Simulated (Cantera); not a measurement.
A closed system holds: 1 mol Fe₂O₃, 1.3 mol CO, equilibrated at 21.0 Torr.

Equilibrium computed with Cantera from the NASA thermochemical tables; the gas is ideal and each condensed phase is pure. Candidate condensed phases: C, Fe, Fe(CO)₅, FeO, Fe₂O₃, Fe₃O₄; 15 gas species. The tables' stoichiometric FeO is somewhat more stable than real wüstite, so its field is too wide. FeO: taken at fixed stoichiometry. Kinetics and transport are ignored.

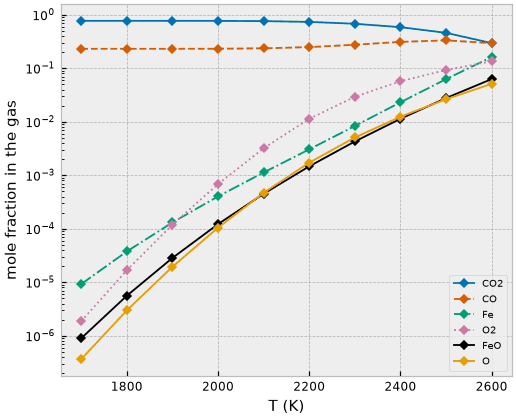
Equilibrium gas composition (values under 1e-9 drawn at 1e-9)

Task: Read off the mole fractions at 2200 K.

Result: CO₂ about 0.73, CO about 0.25, O₂ about 0.011, Fe about 0.0030, O about 0.0017, FeO about 0.0015.
